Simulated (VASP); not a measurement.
Band structure of MnS (rock salt, AFM-II order). These are vdW-DF2, VASP's PBE PAW potentials (set 64) (plane waves; VASP) values and carry that method's errors.

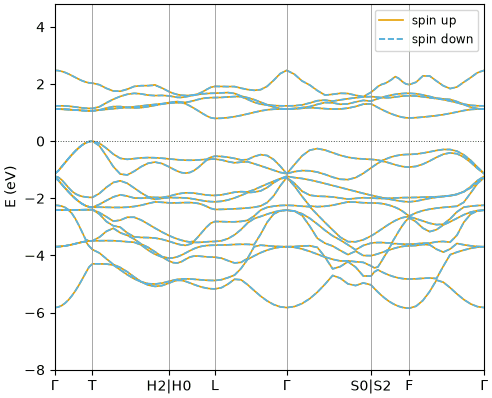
*Bands along high-symmetry lines, zero at the valence-band maximum or, without a gap, the Fermi level*

Task: Read the plot: is there a gap, and where are the band edges?

Result: The gap is indirect, 0.79 eV, from the valence maximum at T to the conduction minimum at L. (Edges off the drawn lines would not show.)

The compound is MnS in the rock salt, AFM-II order structure. It was relaxed first.
